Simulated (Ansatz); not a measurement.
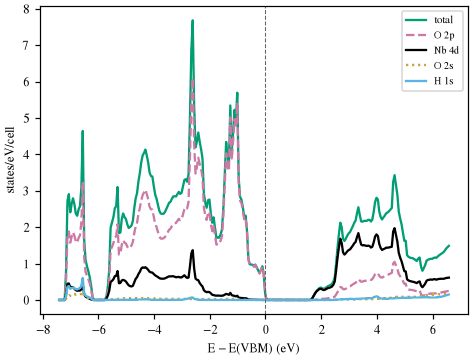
Total and projected density of states of NbHO3 in space group Pmm2 (No. 25; Pearson symbol oP5), PBEsol (plane waves, PAW; program Ansatz)

Task: Which orbitals carry the states next to the gap?

Result: Top 1 eV of the valence band: O 2p 97 %. Bottom 1 eV of the conduction band: Nb 4d 86 %, O 2p 12 %. Projections are on Löwdin-orthogonalised atomic valence shells; empty p or d shells of many metals are not among them.

Task: Where is the tallest occupied peak in this window, and what makes it?

Result: Near -2.6 eV, about 7.7 states/eV per cell; the largest projected share is O 2p.

The start of the workflow was typed in or built on a structure type; neither database checked (COD, Materials Project) lists it. Its standing as an ambient phase is unchecked. The cell was relaxed with PBEsol under the symmetry of its start. At this level the phase is dynamically unstable (imaginary phonons). The workflow began spin-polarised and lost its moments. Spin–orbit coupling is left out wherever it is not named.

Potentials: the earlier of the program's two PAW sets. The files were generated under PBE; for other functionals the program regenerates the frozen cores, and for LDA and PBEsol the local potential too.
